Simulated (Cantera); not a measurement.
A closed system holds: 1 mol c-C4F8, 0.044 mol CH4, 5.2 mol H2, at 13300 Pa.

These are equilibrium values from Cantera (NASA tables, ideal gas, pure condensed phases), not measurements of a reactor. Candidate condensed phases: C, C6H6, C7H8, C8H18; 95 gas species. The feed counts by its element totals alone. The numbers say what is thermodynamically allowed, not how fast it happens.

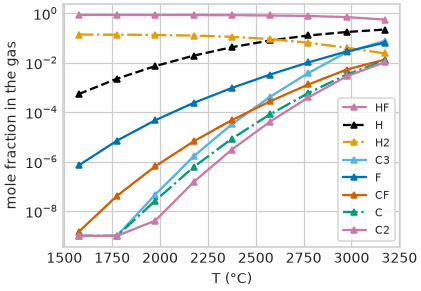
*Equilibrium gas composition (values under 1e-9 drawn at 1e-9)*

Q: Read off the mole fractions at 2375 °C.

A: HF about 0.84, H2 about 0.11, H about 0.043, F about 0.00096, CF about 4.8e-5, C3 about 3.3e-5, C about 8.5e-6, C2 about 3.1e-6.
